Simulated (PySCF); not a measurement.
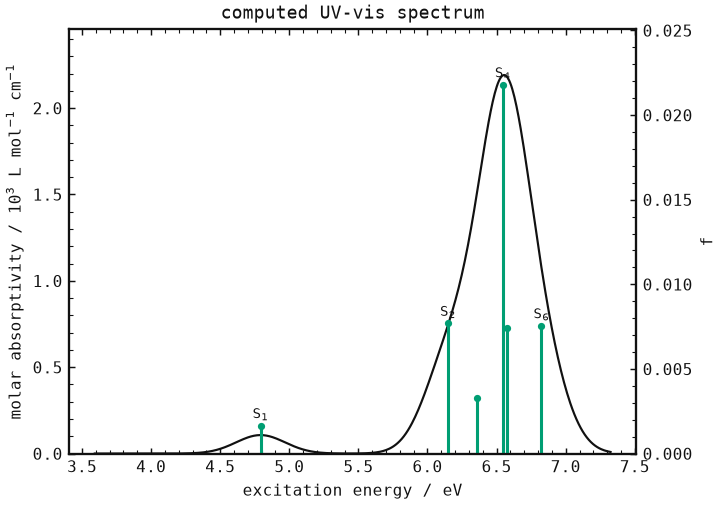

Computed absorption of C₇H₉N, SMILES C#C[C@H]1CC/C1=N/C. Vertical TDDFT excitations, PBE0/def2-SVPD with PySCF, at a GFN2-xTB geometry (no frequency check), gas phase. Only the first 6 singlet excitations are included; each is broadened by a Gaussian of 1/e half-width 0.25 eV. Sticks give oscillator strengths (right axis).

Question: Which of the computed transitions is the brightest, and what character does the calculation give it?

Answer: S4 at 6.55 eV (189 nm), f = 0.022, mainly HOMO → LUMO+2 (50 %) (S5 lies within 0.06 eV, too close to order).

Question: List the transitions behind the spectrum.

Answer:
```
state  E (eV)  λ (nm)      f        main character
   S1    4.79     259  0.002    HOMO → LUMO (95 %)
   S2    6.15     202  0.008  HOMO → LUMO+1 (76 %)
   S3    6.36     195  0.003  HOMO−1 → LUMO (79 %)
   S4    6.55     189  0.022  HOMO → LUMO+2 (50 %)
   S5    6.57     189  0.007  HOMO → LUMO+3 (40 %)
   S6    6.82     182  0.008  HOMO−3 → LUMO (40 %)
```

Caveats: states above the negative HOMO energy depend on the basis; the tight-binding geometry is rougher than a DFT one and adds to the error; core orbitals are frozen in the response.
